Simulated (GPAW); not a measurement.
Run report: GaH$_{2}$, geometry relaxation (part 1 of 3)

GaH$_{2}$, multiplicity 2, SMILES [GaH2], computed with revTPSS/plane waves, UKS, scalar-relativistic datasets (GPAW 26.7.0).

The atoms were displaced at random from an optimised geometry.

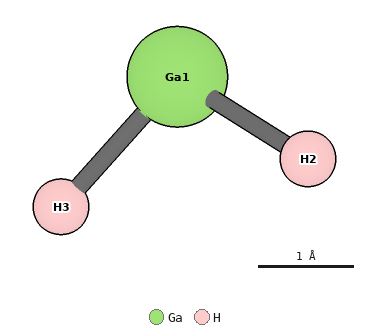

**Figure 1.** The input geometry (ball-and-stick view, seen at a tilt; atoms are numbered from 1 in the order of the input). Sticks mark near contacts. Bond lengths as drawn: Ga–H 1.87 to 1.98 Å.

**Results in brief**

```tsv
quantity	value
outcome	converged
energy relative to the program's reference atoms	−0.6185 eV
largest force	0.010 eV/Å
dipole moment	0.40 D
hardware	1 thread of Intel Xeon @ 2.60GHz (Ice Lake), 24 GiB of memory available, shared host
wall time	9.7 min
peak memory	0.84 GiB
```

**Input (run.py)**
```python
from ase import Atoms
from ase.io import write
from ase.optimize import LBFGS
from gpaw import GPAW, PW

# Atomic positions
mol = Atoms(['Ga', 'H', 'H'],
    positions=[[ -0.748286,   0.323356,  -0.197926],
               [  0.823904,   1.226288,   0.601696],
               [ -0.261030,  -1.481713,  -0.247811]])
mol.set_cell([12.0, 12.0, 12.0])
mol.center()
mol.set_initial_magnetic_moments([1.0, 0.0, 0.0])

# GPAW settings
calc = GPAW(mode={'name': 'pw', 'ecut': 500},
            xc='revTPSS',
            occupations={'name': 'fermi-dirac', 'width': 0.0, 'fixmagmom': True},
            mixer={'name': 'pulay', 'beta': 0.1, 'nmaxold': 5, 'weight': 1.0},
            convergence={'eigenstates': 1e-06},
            maxiter=60,
            symmetry='off',
            txt='-')
mol.calc = calc

opt = LBFGS(mol, trajectory='gs.traj')
converged = opt.run(fmax=0.01, steps=40)
print('Converged:', converged)
print(f'Final energy            {mol.get_potential_energy():.5f} eV')
print(f'r(H1-Ga0)               {mol.get_distance(1, 0):.4f} Ang')
print(f'r(H2-Ga0) = {mol.get_distance(2, 0):.4f} Ang')
write('relaxed.xyz', mol)
```

Run as:
```bash
python run.py > run.log
```

**The program's output**
```
__  _  _
 | _ |_)|_||  |
 |__||  | ||/\| - 26.7.0

units:  Angstrom and eV
cores:  1
OpenMP: False

Versions:
  Python: 3.12.14
  ASE:    3.29.0
  Numpy:  2.5.5
  Scipy:  1.18.1
  Libxc:  7.0.0

        _gpaw.cpython-312-x86_64-linux-gnu.so

Input parameters:
  mode=PW(ecut=500),
  convergence={'eigenstates': 1e-06},
  maxiter=60,
  mixer=Pulay(name='pulay', nmaxold=5, beta=0.1, weight=1.0, sigma=0.015, g_ss=None),
  occupations=Occupations(name='fermi-dirac', width=0.0, fixmagmom=True),
  symmetry=Symmetry(point_group=False, time_reversal=False),
  xc=XC(name='revTPSS')

Diagonalizing LCAO Hamiltonian
Converting LCAO to pw mode
        .----------------------------.
       /|                            |
      / |                            |
     /  |                            |
    /   |                            |
   /    |                            |
  /     |                            |
 *      |                            |
 |      |                            |
 |      |                            |
 |      |             H              |
 |      |        Ga                  |
 |      |        H                   |
 |      |                            |
 |      |                            |
 |      .----------------------------.
 |     /                            /
 |    /                            /
 |   /                            /
 |  /                            /
 | /                            /
 |/                            /
 *----------------------------*

Atoms  # Å, Bohr magnetons
|   | symbol |        x |        y |        z |    initial magnetic moments |
|---|--------|----------|----------|----------|-----------------------------|
| 0 |     Ga | 5.213905 | 6.451068 | 5.625132 | ( 0.0000,  0.0000,  1.0000) |
| 1 |      H | 6.786095 | 7.354000 | 6.424753 | ( 0.0000,  0.0000,  0.0000) |
| 2 |      H | 5.701161 | 4.645999 | 5.575247 | ( 0.0000,  0.0000,  0.0000) |

Unit cell  # Å
| periodic |         x |         y |         z |   lengths |    angles |
|----------|-----------|-----------|-----------|-----------|-----------|
|       no | 12.000000 |  0.000000 |  0.000000 | 12.000000 | 90.000000 |
|       no |  0.000000 | 12.000000 |  0.000000 | 12.000000 | 90.000000 |
|       no |  0.000000 |  0.000000 | 12.000000 | 12.000000 | 90.000000 |

Number of symmetries: 1
Symmetry operations  # r_c * U_cc + t_c -> r_c
|   | kind |            matrix            |
|---|------|------------------------------|
| 0 |  E   |  1, 0, 0,  0, 1, 0,  0, 0, 1 |

BZ-sampling:
  Number of BZ points: 1
  Number of IBZ points: 1

  Monkhorst-Pack size: [1, 1, 1]
  Monkhorst-Pack shift: [0, 0, 0]

K-points  # in reciprocal-cell coordinates
|   |                                coordinates |     weight |
|---|--------------------------------------------|------------|
| 0 | (  0.00000000,   0.00000000,   0.00000000) | 1.00000000 |

Plane wave coefficients: 21910
Cutoff: 500.0 eV

Spin-components: 2 (collinear spins)
Bands:           6
Projectors:      11
Spin-degeneracy: 1
Datatype:        float64

  Storage: CPU
  Wave functions: 4_206_720 bytes (4_206_720 per core)
  Projectors: 7_011_200 bytes (7_011_200 per core)

Parallelization:
  kpt:    1
  domain: 1
  band:   1

Density:
  Valence electrons: 5.0
  Components: 2
  Grid points: [63 63 63]
  Charge: 0.0  # |e|

Potential:
  Grid points: [63 63 63]

species:
  Ga:
    name:    Gallium
    Z:       31.0
    valence: 3
    core:    28
    charge:  0.0  # [|e|]
    file:    Ga.PBE.gz
    compensation charges:
      type: gauss
      rc: 0.37  # [Å]
      lmax: 2
    cutoffs:
      filter: 2.06  # [Å]
      core: 4.17  # [Å]
    projectors
    | kind |    occ | energy [eV] | rcut [Å] |
    |------|--------|-------------|----------|
    |   4s |  2.000 |      -8.945 |    1.164 |
    |   4p |  1.000 |      -2.580 |    1.164 |
    |    s |        |      18.266 |    1.164 |
    |    p |        |      24.631 |    1.164 |
    |    d |        |       0.000 |    1.164 |

    Using partial waves for Ga as LCAO basis

  H:
    name:    Hydrogen
    Z:       1.0
    valence: 1
    core:    0
    charge:  0.0  # [|e|]
    file:    H.PBE.gz
    compensation charges:
      type: gauss
      rc: 0.15  # [Å]
      lmax: 2
    cutoffs:
      filter: 0.85  # [Å]
      core: 0.53  # [Å]
    projectors
    | kind |    occ | energy [eV] | rcut [Å] |
    |------|--------|-------------|----------|
    |   1s |  1.000 |      -6.494 |    0.476 |
    |    s |        |      20.717 |    0.476 |
    |    p |        |       0.000 |    0.476 |

    Using partial waves for H as LCAO basis

Reference energy: -52909.651853  # eV

eigensolver:
  PPCG
  Converge bands: occupied
  niter=2

density mixing:
  Pulay-Mixer
  Linear mixing parameters: 0.1
  Old densities: 5
  No metric

occupation numbers:
  Fixed magnetic moment: 1.000
  # Zero width

poisson solver:
  ecut: 4000.0  # eV

xc functional:
  name: revTPSS with 2 nearest neighbor stencil

Initialization done in: 6.376 s

convergence criteria:
- Maximum integral of absolute [eigenst]ate change: 1e-06 eV^2 / valence electron
- Maximum [total energy] change in last 3 cyles: 0.0005 eV / valence electron
- Maximum integral of absolute [dens]ity change: 0.0001 electrons / valence electron
maximum number of iterations: 60

SCF iterations
|iter     |     time |      energy | eigst |  dens |  magmom |
|---------|----------|-------------|-------|-------|---------|
|iter:   1| 00:00:07 |    1.472119 | -0.23 |       |  +0.9573|
|iter:   2| 00:00:14 |   -0.026029 | -1.31 | -0.32 |  +0.9616|
|iter:   3| 00:00:20 |    0.216612 | -1.15 | -0.37 |  +0.9816|
|iter:   4| 00:00:26 |    0.264376 | -2.50 | -0.72 |  +0.9821|
|iter:   5| 00:00:32 |    0.115716 | -1.98 | -0.75 |  +0.9973|
|iter:   6| 00:00:38 |    0.110615 | -2.56 | -1.20 |  +0.9987|
|iter:   7| 00:00:44 |    0.085866 | -3.03 | -1.33 |  +1.0014|
|iter:   8| 00:00:51 |    0.083398 | -3.57 | -1.57 |  +1.0014|
|iter:   9| 00:00:57 |    0.080391 | -3.29 | -1.70 |  +1.0009|
|iter:  10| 00:01:03 |    0.080122 | -4.34 | -2.01 |  +1.0003|
|iter:  11| 00:01:09 |    0.080112c| -5.22 | -2.15 |  +1.0003|
|iter:  12| 00:01:15 |    0.080174c| -4.64 | -2.18 |  +1.0003|
|iter:  13| 00:01:21 |    0.080181c| -5.30 | -2.42 |  +1.0001|
|iter:  14| 00:01:28 |    0.080143c| -6.03c| -2.65 |  +1.0001|
|iter:  15| 00:01:34 |    0.080142c| -5.68 | -2.77 |  +1.0000|
|iter:  16| 00:01:40 |    0.080136c| -6.48c| -3.08 |  +0.9999|
|iter:  17| 00:01:46 |    0.080139c| -6.61c| -3.18 |  +0.9999|
|iter:  18| 00:01:51 |    0.080141c| -6.34c| -3.21 |  +1.0000|
|iter:  19| 00:01:57 |    0.080138c| -6.69c| -3.28 |  +1.0000|
|iter:  20| 00:02:04 |    0.080130c| -6.58c| -3.48 |  +1.0000|
|iter:  21| 00:02:09 |    0.080133c| -6.59c| -3.61 |  +1.0000|
|iter:  22| 00:02:15 |    0.080134c| -6.58c| -3.77 |  +1.0000|
|iter:  23| 00:02:20 |    0.080133c| -6.46c| -3.82 |  +1.0000|
|iter:  24| 00:02:26 |    0.080130c| -6.61c| -3.90 |  +1.0000|
|iter:  25| 00:02:31 |    0.080129c| -7.05c| -4.12c|  +1.0000|

Converged in 25 steps
SCF loop duration: 144.911 s (5.796 s/step)
Energy contributions relative to reference atoms: (reference = -52909.651853)

Energy contributions:
  Kinetic:          -3.142866
  Coulomb:           1.394962
  Zero:              0.026956
  External:          0.000000
  Xc:                1.801078
  Entropy:           0.000000
  Spinorbit:         0.000000
  ----------------------------
  Free energy:       0.080129
  Extrapolated:      0.080129

dipole moment: (-0.297651, 0.100897, -0.112567)  # |e|*Ang

Total magnetic moment: (0.000000, 0.000000, 1.000002)

Local magnetic moments
|        x |        y |        z |
|----------|----------|----------|
| 0.000000 | 0.000000 | 0.185176 |  # Ga   0
| 0.000000 | 0.000000 | 0.080337 |  # H    1
| 0.000000 | 0.000000 | 0.065009 |  # H    2

Fermi levels: -3.370, -4.843
Eigenvalues  # (at kpt = [0.000, 0.000, 0.000])
| band index |      eig [eV] | occ [0-1] |      eig [eV] | occ [0-1] |
|------------|---------------|-----------|---------------|-----------|
|          0 |       -10.445 |     1.000 |        -9.859 |     1.000 |
|          1 |        -7.079 |     1.000 |        -6.187 |     1.000 |
|          2 |        -5.570 |     1.000 |        -4.115 |     0.000 |
|          3 |        -2.626 |     0.000 |        -2.236 |     0.000 |
|          4 |        -0.636 |     0.000 |        -0.369 |     0.000 |
|          5 |        -0.104 |     0.000 |         0.371 |     0.000 |

Gap: 1.489 eV
Transition (v -> c):
  (s=1, k=0, n=2, [0.00, 0.00, 0.00]) -> (s=0, k=0, n=3, [0.00, 0.00, 0.00])
No difference between direct/indirect transitions
vacuum-level: 0.142  # V

Forces  # eV/Ang
|        x |        y |        z |
|----------|----------|----------|
|  2.10992 | -0.78747 |  0.78723 |  # Ga   0
| -1.48621 | -0.54997 | -0.69894 |  # H    1
| -0.62431 |  1.34512 | -0.08395 |  # H    2

Force computation time: 0.390  # s
       Step     Time          Energy          fmax
LBFGS:    0 00:02:32        0.080129        2.385702
        .----------------------------.
       /|                            |
      / |                            |
     /  |                            |
    /   |                            |
   /    |                            |
  /     |                            |
 *      |                            |
 |      |                            |
 |      |                            |
 |      |             H              |
 |      |        Ga                  |
 |      |        H                   |
 |      |                            |
 |      |                            |
 |      .----------------------------.
 |     /                            /
 |    /                            /
 |   /                            /
 |  /                            /
 | /                            /
 |/                            /
 *----------------------------*

Atoms  # Å, Bohr magnetons
|   | symbol |        x |        y |        z |    initial magnetic moments |
|---|--------|----------|----------|----------|-----------------------------|
| 0 |     Ga | 5.244047 | 6.439819 | 5.636378 | ( 0.0000,  0.0000,  0.1852) |
| 1 |      H | 6.764863 | 7.346144 | 6.414769 | ( 0.0000,  0.0000,  0.0803) |
| 2 |      H | 5.692242 | 4.665216 | 5.574047 | ( 0.0000,  0.0000,  0.0650) |

Unit cell  # Å
| periodic |         x |         y |         z |   lengths |    angles |
|----------|-----------|-----------|-----------|-----------|-----------|
|       no | 12.000000 |  0.000000 |  0.000000 | 12.000000 | 90.000000 |
|       no |  0.000000 | 12.000000 |  0.000000 | 12.000000 | 90.000000 |
|       no |  0.000000 |  0.000000 | 12.000000 | 12.000000 | 90.000000 |

Initialization done in: 4.934 s

convergence criteria:
- Maximum integral of absolute [eigenst]ate change: 1e-06 eV^2 / valence electron
- Maximum [total energy] change in last 3 cyles: 0.0005 eV / valence electron
- Maximum integral of absolute [dens]ity change: 0.0001 electrons / valence electron
maximum number of iterations: 60
```
